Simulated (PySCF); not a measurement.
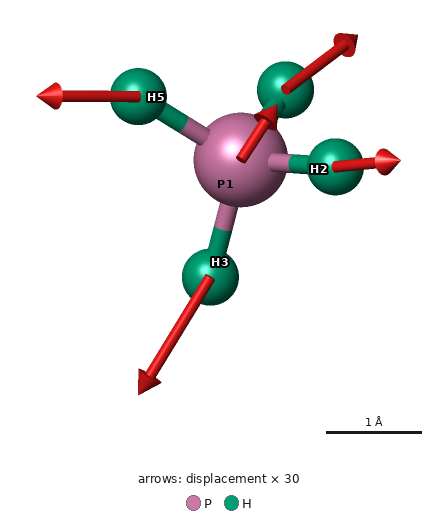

This is a relaxation of PH$_{4}$ (charge +1). The starting structure is drawn; red arrows show the displacements, magnified 30 times. The two geometries are superimposed by the best rigid fit.

A ball-and-stick model, seen from a free direction.

The start comes from GFN2-xTB. Its atoms were then displaced at random by about 0.01 Å.

All numbers below come from PySCF 2.14.0, density-fitted response routines, PBE0-D3(BJ)/def2-SVP geometry optimisation, gas phase. 

### What happened in the run?

The atom that moves furthest after the best rigid fit is an H atom (0.049 Å). Largest moves by element: H 0.049 Å, P 0.025 Å. Near-neighbour distances that change, for instance: H–P 1.344 → 1.409 Å, H–P 1.368 → 1.409 Å, H–P 1.390 → 1.409 Å. Bond angles that change, for instance: H–P–H 112.2° → 109.5°, H–P–H 107.4° → 109.5°. After 3 geometry steps the energy has fallen by 9.31 kJ/mol.
